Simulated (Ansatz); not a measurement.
## Electronic structure of H$_{8}$OSi$_{3}$···H$_{2}$ in real space

```json
{"atom": "Si", "x (Å)": "-1.2726", "y (Å)": "0.7802", "z (Å)": "0.0108"}
{"atom": "H", "x (Å)": "-0.0320", "y (Å)": "-2.5105", "z (Å)": "0.7825"}
{"atom": "H", "x (Å)": "-1.8690", "y (Å)": "2.0954", "z (Å)": "-0.3483"}
{"atom": "H", "x (Å)": "-2.3782", "y (Å)": "-0.1319", "z (Å)": "0.4106"}
{"atom": "Si", "x (Å)": "0.2201", "y (Å)": "1.0629", "z (Å)": "1.8006"}
{"atom": "H", "x (Å)": "-0.5387", "y (Å)": "-2.6761", "z (Å)": "0.2597"}
{"atom": "O", "x (Å)": "-0.5300", "y (Å)": "0.1659", "z (Å)": "-1.3164"}
{"atom": "Si", "x (Å)": "0.8754", "y (Å)": "-0.4157", "z (Å)": "-1.9144"}
{"atom": "H", "x (Å)": "-0.5155", "y (Å)": "1.6745", "z (Å)": "2.9418"}
{"atom": "H", "x (Å)": "1.3393", "y (Å)": "1.9664", "z (Å)": "1.4173"}
{"atom": "H", "x (Å)": "0.7940", "y (Å)": "-0.2352", "z (Å)": "2.2475"}
{"atom": "H", "x (Å)": "1.3495", "y (Å)": "0.4709", "z (Å)": "-3.0063"}
{"atom": "H", "x (Å)": "0.6548", "y (Å)": "-1.7828", "z (Å)": "-2.4471"}
{"atom": "H", "x (Å)": "1.9027", "y (Å)": "-0.4639", "z (Å)": "-0.8384"}
```

The product side of a reaction path; geometry: PBE0-D4/def2-TZVP.

Method: RKS PBE0-D4/def2-TZVPP (Ansatz).

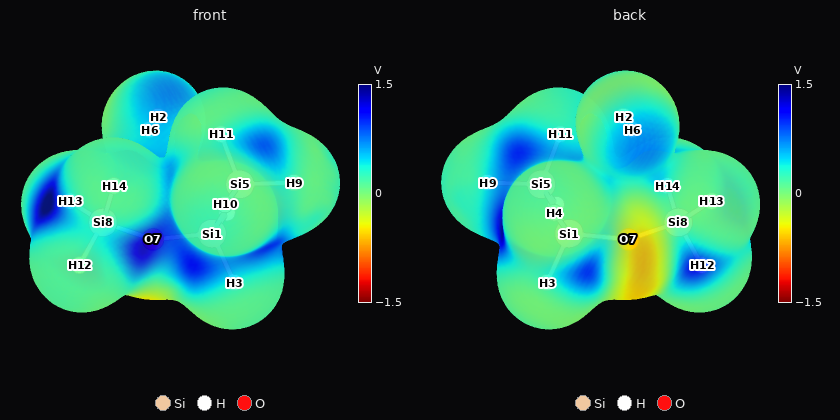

Figure 1. The molecular electrostatic potential painted on the density surface at 0.002 e/bohr³, seen from the front and from behind; the colour scale runs from red (negative) to blue (positive).

Question: Describe the electrostatic potential map.

Answer: The most negative region (about −0.6 V) lies over O7, the most positive (about +1.4 V) over Si1 and Si8.

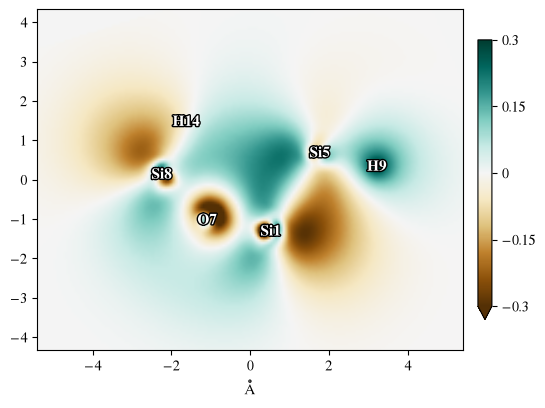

Figure 2. The LUMO on the plane of atoms Si1, Si5 and H9 (values in Å⁻³ᐟ²; the overall sign is arbitrary).

Question: Describe this orbital and give its energy.

Answer: It lies mainly on Si1 (about 30 %), Si8 (about 20 %), Si5 (about 15 %) and O7 (about 10 %). Its energy is −0.60 eV.

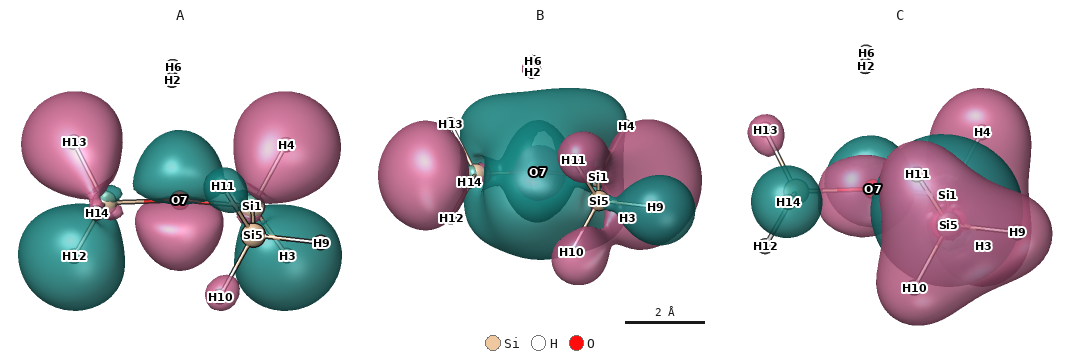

Figure 3. Three frontier orbitals at ±0.06 Å⁻³ᐟ² (teal and pink are the two phases), in no order.

Question: Order the three orbitals by energy and name them.

Answer: A is the HOMO−1 (−8.69 eV). By Hirshfeld shares it lies mainly on O7 (about 30 %), Si1 (about 15 %), Si8 (about 15 %), H12 (about 10 %), H3 (about 10 %) and H4 (about 10 %). C is the HOMO (−7.99 eV). By Hirshfeld shares it lies mainly on Si5 (about 35 %), Si1 (about 30 %) and O7 (about 15 %). B is the LUMO (−0.60 eV). It lies mainly on Si1 (about 30 %), Si8 (about 20 %), Si5 (about 15 %) and O7 (about 10 %).

Question: What is the HOMO–LUMO gap?

Answer: 7.39 eV between the orbital energies.
